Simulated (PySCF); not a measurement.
C4H7BO3Si, SMILES OB([SiH2]c1ccco1)O at its GFN2-xTB optimised geometry (Å):

```
16

O     -2.2355     0.3695    -0.1486
B     -1.9872    -0.9675    -0.1211
O     -3.0602    -1.7869    -0.1813
Si    -0.1991    -1.8066    -0.0004
C      1.1133    -0.4455     0.0000
C      2.4805    -0.4455     0.0000
C      2.9007     0.9039     0.0000
C      1.7604     1.6452     0.0002
O      0.6789     0.8484    -0.0002
H     -1.4726     0.9474    -0.1078
H     -3.9063    -1.3359    -0.2386
H      0.1797    -2.7045    -1.1068
H      0.0617    -2.5959     1.2186
H      3.1040    -1.3153    -0.0003
H      3.9063     1.2726    -0.0005
H      1.5915     2.7045     0.0005
```

Computed with PySCF 2.14.0 with B3LYP/def2-TZVP.

Map of the log10 of the electron density (e/bohr³), floored at −4 on the plane z = 0.6 Å:

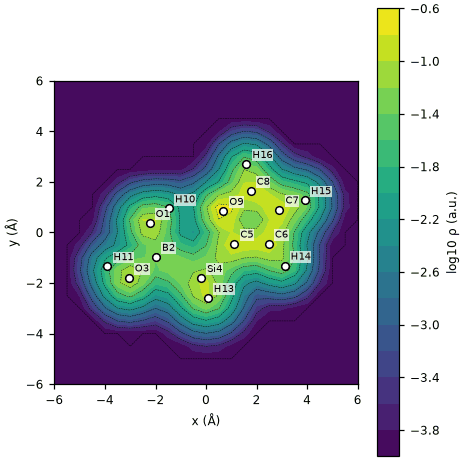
Fig. 1. Log10 of the electron density (e/bohr³), floored at −4 on the plane z = 0.6 Å.
